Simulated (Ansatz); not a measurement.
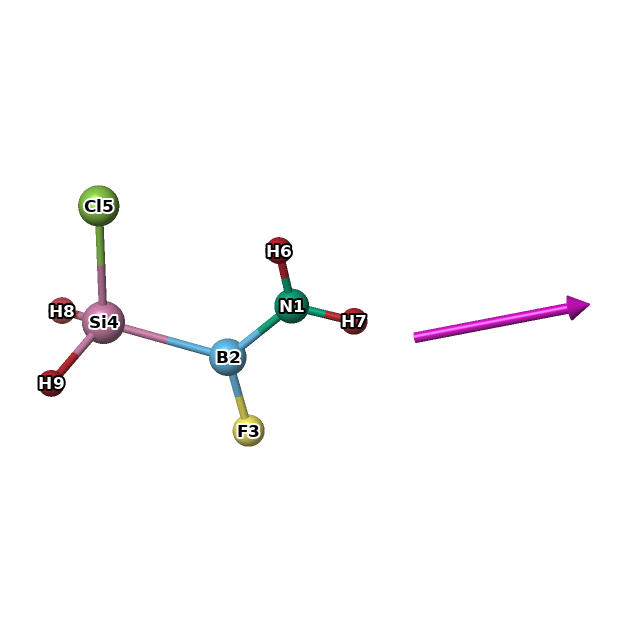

The arrow beside the molecule shows the direction of the dipole moment, from the negative to the positive end (its length means nothing). The geometry was computed by an optimisation with PBE0-D4/def2-TZVP. No frequency run is at hand to confirm it as a minimum. Level of theory: RKS B3LYP-D4/def2-TZVPP (Ansatz 0.2.0).

> Estimate the dipole moment.

1.80 D; it points from the side of H8, H9 to the side of H7 (the outermost atoms at the two ends).
